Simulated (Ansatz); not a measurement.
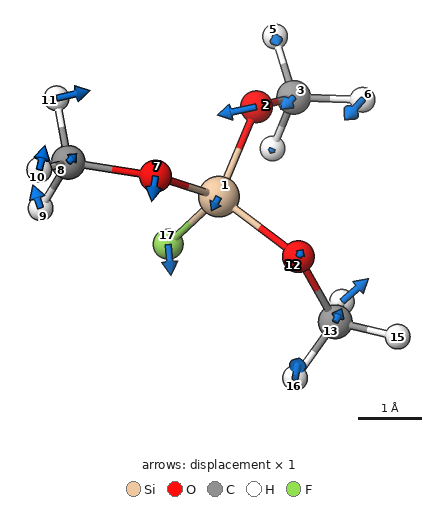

This is a relaxation of C₃H₉FO₃Si. The starting structure is drawn; blue arrows show the displacements, at their true length. The two geometries are superimposed by the best rigid fit.

Style: ball-and-stick. Shown at a tilt.

The run prepares the start of a later molecular dynamics calculation, from a guessed geometry.

The calculation used RKS PBE0-D4/STO-3G (Ansatz 0.2.0). (no spin polarisation; force threshold 0.02 eV/Å; at most 40 steps)

### Describe the change and its energy.

Over 12 geometry steps the energy falls by 67.5 kJ/mol. The largest force component goes from 2.4 to 0.011 eV/Å. The atom that moves furthest after the best rigid fit is an O atom (0.67 Å). By element the largest moves are O 0.67 Å, H 0.63 Å, F 0.53 Å, C 0.34 Å, Si 0.27 Å. Near-neighbour distances that change, for instance: F–Si 1.589 → 1.627 Å, C–O 1.420 → 1.449 Å, O–Si 1.679 → 1.699 Å, C–H 1.110 → 1.105 Å. Among the angles between lasting bonds that change: Si–O–C 125.0° → 111.7°, Si–O–C 125.0° → 113.0°, O–Si–O 109.5° → 104.1°. Groups turn about O–Si by about 45°, C–O by about 35°, C–O by about 30°.

Limits of the set-up: STO-3G is a minimal basis, so the numbers are rough.
